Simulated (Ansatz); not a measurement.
**Geometry relaxation, with input and output: CH8N3OTa (part 1 of 2)**

- system: CH8N3OTa
- method: RKS PBE-D4/def2-SVP (Ansatz 0.2.0)

The geometry: force-field start. Figures and captions count atoms from 1; the log counts them from 0 in places.

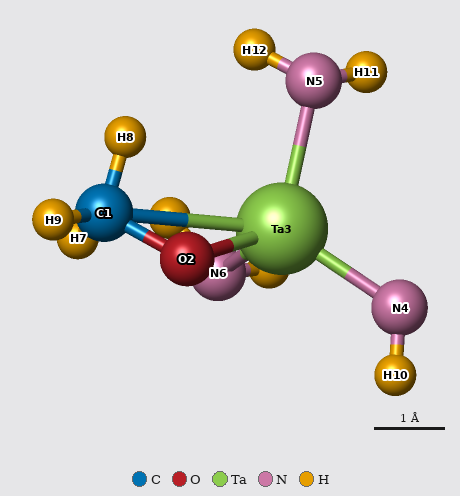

The input geometry (ball-and-stick view, seen at a tilt; atoms are numbered from 1 in the order of the input). Sticks mark near contacts.

Input
```yaml
crystal:
  periodic: [false, false, false]
  atoms:
    - {symbol: C, position_ang: [-0.482000, -0.504800, 2.111600]}
    - {symbol: O, position_ang: [0.179000, 0.687800, 1.766200]}
    - {symbol: Ta, position_ang: [0.317000, 0.624900, -0.372200]}
    - {symbol: N, position_ang: [1.504100, 2.172600, -0.988600]}
    - {symbol: N, position_ang: [-1.652600, 0.713100, -1.275300]}
    - {symbol: N, position_ang: [1.327700, -1.235600, -0.963200]}
    - {symbol: H, position_ang: [0.072400, -1.353400, 1.793500]}
    - {symbol: H, position_ang: [-1.472100, -0.434600, 1.573800]}
    - {symbol: H, position_ang: [-0.690400, -0.471500, 3.238600]}
    - {symbol: H, position_ang: [2.403600, 2.274500, -0.639200]}
    - {symbol: H, position_ang: [-1.525400, 0.841100, -2.264500]}
    - {symbol: H, position_ang: [-2.069100, -0.212000, -1.105300]}
    - {symbol: H, position_ang: [0.562800, -1.979000, -0.882700]}
    - {symbol: H, position_ang: [1.512200, -1.152300, -1.963700]}
basis:
  gaussian: {orbitals: def2-SVP}
hamiltonian: {xc: pbe, dispersion: d4}
relax: {f_tol: 0.03, max_steps: 200}
```

Run on 4 threads of Intel Xeon, 31 GiB of memory available, shared host.

Launch command:
```bash
ansatz run in.yaml --threads 4 --pin off --events-out ev --progress --plain --max-ram 11315MiB
```

Log
```
Functional definition: PBE
  name "PBE"
  cite "Perdew, Burke & Ernzerhof, Phys. Rev. Lett. 77, 3865 (1996) doi:10.1103/PhysRevLett.77.3865"
  parent pbe
  parameter kappa = 0.804
  parameter beta = 0.06672455060314922
  exchange = pbe_x(kappa = kappa, mu = beta*pi^2/3)
  correlation = pbe_c(beta = beta)
1585 factors; their error is unknown
mean field evaluation 1: about -9183.8427 eV, gradient 1.3e2 eV
mean field evaluation 2: about -8809.7687 eV, gradient 3.3e2 eV
mean field evaluation 4: about -9195.2978 eV, gradient 1.1e2 eV
mean field evaluation 8: about -9222.6788 eV, gradient 1.4e1 eV
mean field evaluation 16: about -9223.0535 eV, gradient 2.8e-1 eV
mean field -9223.05361445 eV, -338.9409687207 hartree, gradient 3.1e-5 eV, S^2 0.000000; 0 other end points of the search recorded, 0 dependent functions left out
the calculation of the forces begins
reference -9223.05368187 eV, -338.9409711983 hartree; 28, 28 occupied and 114, 114 virtual orbitals, 1585 factors
relax step   1: F+E_penalty+E_count = -9223.31375801 eV  Δ(F+E_penalty+E_count) = +0.000e0 eV  max|allowed force component| = 6.580e0 eV/Å  Δτ_max = 0.0000 Å  (38 SCF iters, accepted)
these checks for a lower state are left out or cut short: starts, cluster_reference, orbital_swaps, neighbouring_geometries, increment
1585 factors; their error is unknown
mean field evaluation 32: about -9225.2401 eV, gradient 1.2e-4 eV
mean field -9225.24013019 eV, -339.0213216922 hartree, gradient 2.5e-5 eV, S^2 0.000000; 0 other end points of the search recorded, 0 dependent functions left out
[... from here on the field's lines of each further geometry are left out, up to the last ...]
relax step   2: F+E_penalty+E_count = -9225.51633221 eV  Δ(F+E_penalty+E_count) = -2.203e0 eV  max|allowed force component| = 1.691e0 eV/Å  Δτ_max = 0.1915 Å  (45 SCF iters, accepted)
relax step   3: F+E_penalty+E_count = -9225.87251593 eV  Δ(F+E_penalty+E_count) = -3.562e-1 eV  max|allowed force component| = 1.420e0 eV/Å  Δτ_max = 0.1943 Å  (38 SCF iters, accepted)
relax step   4: F+E_penalty+E_count = -9226.09899511 eV  Δ(F+E_penalty+E_count) = -2.265e-1 eV  max|allowed force component| = 9.871e-1 eV/Å  Δτ_max = 0.1569 Å  (38 SCF iters, accepted)
relax step   5: F+E_penalty+E_count = -9226.26392201 eV  Δ(F+E_penalty+E_count) = -1.649e-1 eV  max|allowed force component| = 7.200e-1 eV/Å  Δτ_max = 0.1927 Å  (38 SCF iters, accepted)
relax step   6: F+E_penalty+E_count = -9226.38875758 eV  Δ(F+E_penalty+E_count) = -1.248e-1 eV  max|allowed force component| = 5.920e-1 eV/Å  Δτ_max = 0.2000 Å  (38 SCF iters, accepted)
relax step   7: F+E_penalty+E_count = -9226.44307962 eV  Δ(F+E_penalty+E_count) = -5.432e-2 eV  max|allowed force component| = 9.909e-1 eV/Å  Δτ_max = 0.1999 Å  (38 SCF iters, accepted)
relax step   8: F+E_penalty+E_count = -9226.50510447 eV  Δ(F+E_penalty+E_count) = -6.202e-2 eV  max|allowed force component| = 2.638e-1 eV/Å  Δτ_max = 0.2000 Å  (38 SCF iters, accepted)
relax step   9: F+E_penalty+E_count = -9226.52761514 eV  Δ(F+E_penalty+E_count) = -2.251e-2 eV  max|allowed force component| = 6.938e-1 eV/Å  Δτ_max = 0.1956 Å  (37 SCF iters, accepted)
relax step  10: F+E_penalty+E_count = -9226.56149079 eV  Δ(F+E_penalty+E_count) = -3.388e-2 eV  max|allowed force component| = 5.884e-1 eV/Å  Δτ_max = 0.0402 Å  (33 SCF iters, accepted)
relax step  11: F+E_penalty+E_count = -9226.59735034 eV  Δ(F+E_penalty+E_count) = -3.586e-2 eV  max|allowed force component| = 2.646e-1 eV/Å  Δτ_max = 0.2000 Å  (37 SCF iters, accepted)
relax step  12: F+E_penalty+E_count = -9226.61348855 eV  Δ(F+E_penalty+E_count) = -1.614e-2 eV  max|allowed force component| = 5.630e-1 eV/Å  Δτ_max = 0.1442 Å  (38 SCF iters, accepted)
relax step  13: F+E_penalty+E_count = -9226.62524152 eV  Δ(F+E_penalty+E_count) = -1.175e-2 eV  max|allowed force component| = 2.216e-1 eV/Å  Δτ_max = 0.1017 Å  (37 SCF iters, accepted)
relax step  14: F+E_penalty+E_count = -9226.62214674 eV  Δ(F+E_penalty+E_count) = +3.095e-3 eV  max|allowed force component| = 9.341e-2 eV/Å  Δτ_max = 0.0957 Å  (32 SCF iters, rejected (line search))
relax step  15: F+E_penalty+E_count = -9226.62911804 eV  Δ(F+E_penalty+E_count) = -3.877e-3 eV  max|allowed force component| = 8.140e-2 eV/Å  Δτ_max = 0.0467 Å  (32 SCF iters, accepted)
the calculation of the forces begins
reference -9226.33596140 eV, -339.0615927461 hartree; 28, 28 occupied and 114, 114 virtual orbitals, 1585 factors
relax step  16: F+E_penalty+E_count = -9226.62966830 eV  Δ(F+E_penalty+E_count) = -5.503e-4 eV  max|allowed force component| = 1.683e-2 eV/Å  Δτ_max = 0.0235 Å  (33 SCF iters, accepted)
1585 factors; their error is unknown
mean field evaluation 160: about -9226.3359 eV, gradient 1.1e-2 eV
```

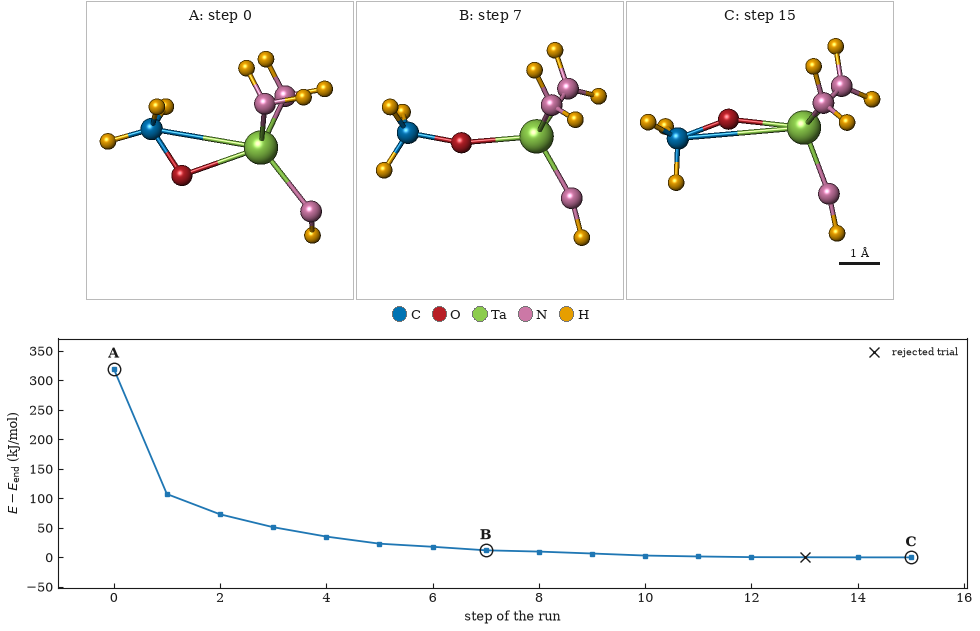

Frames of the relaxation (ball-and-stick view, seen at a tilt) above the curves, on which the letters mark them (the first geometry is step 0 here and step 1 in the log).

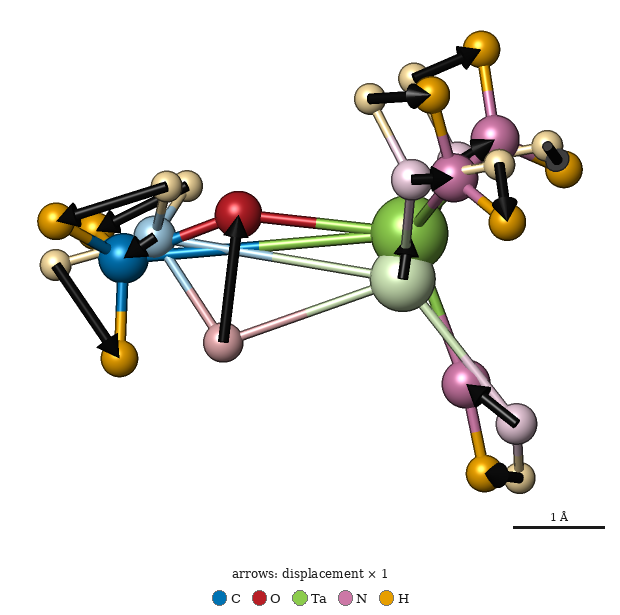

Start (faint) and end (solid) with the displacements as black arrows, at true length (ball-and-stick view, seen at a tilt). The two geometries are laid on each other by the best rigid fit. The energy falls by 319.9 kJ/mol in 15 geometry steps. The largest force component goes from 6.6 to 0.017 eV/Å. The line search rejected the trial step at point 13 (counted from 0) and went back. The largest move after the best rigid fit is that of O2, 1.43 Å. By element the largest moves are O 1.43 Å, H 1.33 Å, N 0.74 Å, Ta 0.51 Å, C 0.42 Å. Among the contacts that change: C1–Ta3 2.843 → 3.232 Å, Ta3–N4 2.046 → 1.790 Å, O2–Ta3 2.144 → 1.924 Å, Ta3–N6 2.198 → 2.007 Å. Among the angles that change: Ta3–C1–H9 153.9° → 96.7°, Ta3–N4–H10 120.6° → 170.9°, C1–O2–Ta3 104.5° → 152.8°. (Atoms are counted from 1 in the order of the input.)

```
mean field -9226.33589402 eV, -339.0615902700 hartree, gradient 1.5e-5 eV, S^2 0.000000; 1 other end points of the search recorded, 0 dependent functions left out
the calculation of the forces begins
reference -9226.33596139 eV, -339.0615927461 hartree; 28, 28 occupied and 114, 114 virtual orbitals, 1585 factors
Total energy: -9226.62973568 eV, -339.0723887520 hartree
Atom 0 at    -0.512048    -0.463576     2.499637 Å, force     0.005130     0.014095     0.005039 eV/Å
Atom 1 at    -0.461763    -0.460739     1.102043 Å, force     0.001537    -0.008153     0.014816 eV/Å
Atom 2 at     0.178595     0.203235    -0.586830 Å, force     0.002567     0.010396     0.008800 eV/Å
Atom 3 at     1.258309     1.629099    -0.511816 Å, force    -0.012908    -0.015232    -0.008858 eV/Å
Atom 4 at    -1.393266     0.771717    -1.697921 Å, force    -0.003914     0.006518    -0.000244 eV/Å
Atom 5 at     1.255760    -1.235638    -1.479398 Å, force     0.006842    -0.009591    -0.001377 eV/Å
Atom 6 at     0.068308    -1.318826     2.914582 Å, force     0.002723    -0.001811    -0.008175 eV/Å
Atom 7 at    -1.563514    -0.565132     2.851602 Å, force    -0.000325     0.005902    -0.010031 eV/Å
Atom 8 at    -0.094802     0.474731     2.931079 Å, force    -0.005959    -0.011637    -0.008734 eV/Å
Atom 9 at     1.854959     2.431670    -0.307802 Å, force     0.001487     0.000996    -0.002444 eV/Å
Atom 10 at    -1.491103     1.649445    -2.215492 Å, force    -0.001730    -0.012399     0.010332 eV/Å
Atom 11 at    -2.199103     0.169273    -1.901643 Å, force     0.012585     0.005812    -0.004364 eV/Å
Atom 12 at     0.905102    -2.182360    -1.665942 Å, force     0.001708     0.016827    -0.003258 eV/Å
Atom 13 at     2.181766    -1.132099    -1.903100 Å, force    -0.009742    -0.001722     0.008498 eV/Å
Dipole moment:    -0.129762    -0.189501    -0.014034 e Å
```

Trajectory as extended XYZ (Å, eV, eV/Å), 16 frames, from step=1 to step=16
```
14
Properties=species:S:1:pos:R:3:forces:R:3 step=1 energy=-9223.31376
C    -0.4820   -0.5048    2.1116   -1.9616   2.0752   0.9797
O     0.1790    0.6878    1.7662    1.2046   0.3846  -3.4599
Ta    0.3170    0.6249   -0.3722    2.5558   3.2731   0.2884
N     1.5041    2.1726   -0.9886   -6.5802  -5.1180   0.2894
N    -1.6526    0.7131   -1.2753    2.8732  -0.3600   2.0745
N     1.3277   -1.2356   -0.9632   -2.7313   1.5764   1.2047
H     0.0724   -1.3534    1.7935    0.7714  -1.7951  -0.0243
H    -1.4721   -0.4346    1.5738   -0.1367  -0.8403   0.5268
H    -0.6904   -0.4715    3.2386    0.1677  -0.4812  -0.9800
H     2.4036    2.2745   -0.6392    3.0434   0.5759   1.1022
H    -1.5254    0.8411   -2.2645   -0.3196   0.3039  -1.2197
H    -2.0691   -0.2120   -1.1053   -0.4061  -0.0245  -0.1807
H     0.5628   -1.9790   -0.8827    1.0426   0.5807  -0.1130
H     1.5122   -1.1523   -1.9637    0.4769  -0.1505  -0.4881
14
Properties=species:S:1:pos:R:3:forces:R:3 step=2 energy=-9225.51633
C    -0.4910   -0.4777    2.0860   -0.6265   0.7820   0.1425
O     0.2243    0.6717    1.6264    0.1950  -0.3431  -0.3331
Ta    0.3806    0.6890   -0.3395   -1.6907  -1.4852   0.3472
N     1.4011    2.0147   -0.9701    0.9606   0.0910  -0.2348
N    -1.4706    0.6669   -1.2378    0.3850  -0.5858  -0.6323
N     1.1984   -1.0992   -0.9427   -0.7882  -0.4908  -1.0550
H     0.0541   -1.3970    1.8268    0.1215  -0.5048   0.1170
H    -1.5061   -0.4877    1.6000    0.1135  -0.2958   0.2507
H    -0.6728   -0.4482    3.1985    0.2398   0.0615  -0.4771
H     2.3526    2.2672   -0.6463   -0.2276   0.4616  -0.3034
H    -1.5452    0.8825   -2.2619   -0.0582   0.1888   0.8550
H    -2.0780   -0.1837   -1.0983    0.5311   0.8154   0.0492
H     0.5890   -1.9748   -0.8761    0.7248   1.1627   0.2019
H     1.5509   -1.1529   -1.9360    0.1197   0.1425   1.0723
14
Properties=species:S:1:pos:R:3:forces:R:3 step=3 energy=-9225.87252
C    -0.5098   -0.4975    2.1032    0.0629   0.3162   0.1844
O     0.2477    0.6004    1.5848   -0.3195  -0.5217   0.2388
Ta    0.3398    0.6342   -0.3595    0.2983   0.1275  -0.2312
N     1.4179    1.8853   -1.0977    1.2146   0.4743   0.7261
N    -1.4373    0.6830   -1.2557   -0.7769  -0.1962  -1.2460
N     1.1848   -1.0799   -0.9453    0.1647  -0.9266  -1.4196
H     0.0112   -1.4627    1.9082   -0.0384  -0.0755   0.0835
H    -1.5363   -0.5410    1.6545    0.0700  -0.0588   0.0892
H    -0.6467   -0.4020    3.2079    0.0683   0.0509  -0.1781
H     2.2794    2.3572   -0.6784   -1.1302  -0.3084  -0.7671
H    -1.6142    1.0398   -2.2315    0.1636  -0.1167   1.0532
H    -2.0969   -0.1146   -1.1217    0.2800   0.5023   0.0352
H     0.6210   -1.9605   -0.8854    0.3686   0.5202   0.1222
H     1.7264   -1.1709   -1.8545   -0.4259   0.2127   1.3095
14
Properties=species:S:1:pos:R:3:forces:R:3 step=4 energy=-9226.09900
C    -0.5252   -0.5330    2.1704    0.1910   0.3920   0.0474
O     0.2183    0.5073    1.5210   -0.4217  -0.5747  -0.0570
Ta    0.3577    0.6042   -0.4321    0.1842   0.2844   0.2350
N     1.4196    1.9028   -1.1315    0.6434   0.0408   0.6989
N    -1.4240    0.7155   -1.3184   -0.4324  -0.0106  -0.8119
N     1.1939   -1.1199   -0.9921    0.2432  -0.5011  -0.9871
H    -0.0224   -1.5229    2.0491   -0.0355   0.0585   0.0324
H    -1.5709   -0.6139    1.7754    0.1220  -0.0029   0.0439
H    -0.6093   -0.3281    3.2653    0.0649   0.0298  -0.1774
H     2.2184    2.4528   -0.7228   -0.6837  -0.1985  -0.5710
H    -1.6341    1.1714   -2.2330    0.1209  -0.1469   0.7034
H    -2.1162   -0.0431   -1.1845    0.1266   0.2613  -0.0068
H     0.6467   -1.9999   -0.9238    0.2431   0.2827   0.0411
H     1.8347   -1.2224   -1.8140   -0.3661   0.0853   0.8089
```
